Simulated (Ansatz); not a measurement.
Consider La2O.

```
CELL_PARAMETERS angstrom
5.08914 0.00000 0.00000
0.00000 5.08914 0.00000
0.00000 0.00000 11.28534
ATOMIC_POSITIONS crystal
La 0.00000 0.00000 0.76419
La 0.50000 0.50000 0.26419
La 0.00000 0.00000 0.23581
La 0.50000 0.50000 0.73581
La 0.00000 0.50000 0.01419
La 0.50000 0.00000 0.51419
La 0.00000 0.50000 0.48581
La 0.50000 0.00000 0.98581
O 0.00000 0.50000 0.25000
O 0.50000 0.00000 0.75000
O 0.00000 0.00000 0.00000
O 0.50000 0.50000 0.50000
```

Space group I4₁/amd; a generated structure, not necessarily the stable one.

These are results of DFT PBE, scalar-relativistic, plane waves, PAW (Ansatz 0.2.0), not measurements.

What can the converged valence pseudo-density and electron localisation function tell about the bonding?

La–O (2.55 Å): the density is about 0.34 e/Å³ at the midpoint; the ELF is about 0.15 at the midpoint: no localised pair shows between them.
La–O (2.66 Å): the density is about 0.27 e/Å³ at the midpoint; the ELF is about 0.15 at the midpoint (no shared electron pair shows on this line).
Bader's partition of the density gives La +0.71 and O −1.42 e.

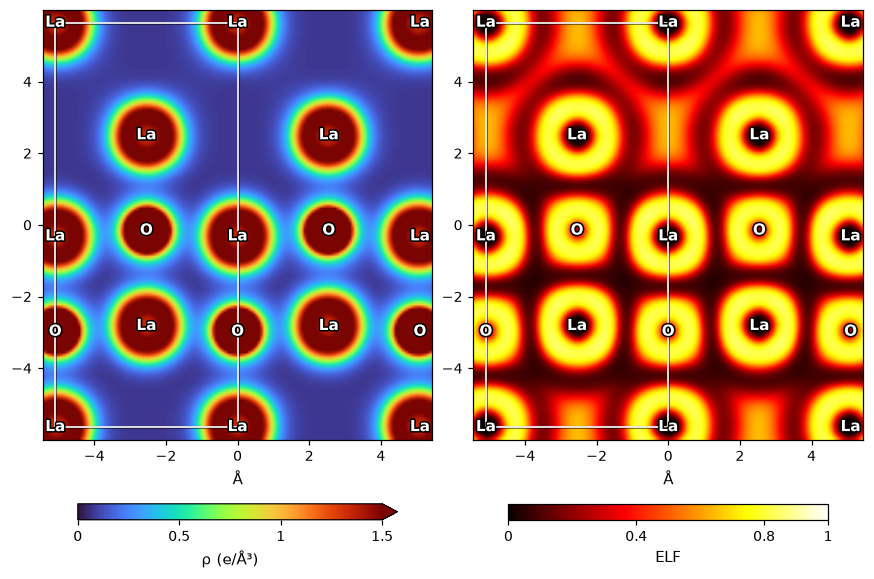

Computed valence pseudo-density and electron localisation function on the (100) plane of the conventional cell, in this order. 

The density is the valence pseudo-density of a PAW calculation; it isn't the true density close to the nuclei.
